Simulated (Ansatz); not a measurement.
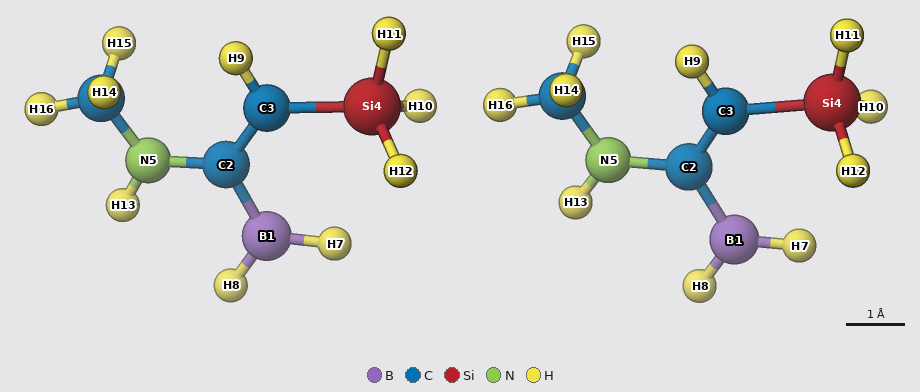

Two geometries of C$_{3}$H$_{10}$BNSi, drawn at one scale. One is the start of a relaxation, the other its converged end. A ball-and-stick model, seen at a tilt.

Method: RKS PBE/6-31G* in Ansatz. Set-up: no spin polarisation; force threshold 0.015 eV/Å; at most 40 steps.

Question: Which one is relaxed?

Answer: The left one is the relaxed one. The run prepares an end point of a later path (torsion) calculation, from a guessed geometry. The energy falls by 65.8 kJ/mol in 7 geometry steps. Largest force component: 4.8 eV/Å at the start, 0.0051 eV/Å at the end. The atom that moves furthest after the best rigid fit is an H atom (0.16 Å). By element the largest moves are H 0.16 Å, B 0.15 Å, C 0.08 Å, Si 0.07 Å, N 0.02 Å. Some distances before and after: H–Si 1.391 → 1.504 Å, C–C 1.321 → 1.388 Å, B–H 1.146 → 1.204 Å, C–Si 1.918 → 1.869 Å. Among the angles between lasting bonds that change: C–Si–H 105.3° → 114.3°, C–Si–H 106.7° → 114.4°, H–Si–H 113.4° → 107.0°. The run took 27 s on 2 threads of Arm Neoverse V2 (shared host), peak memory 0.16 GiB.
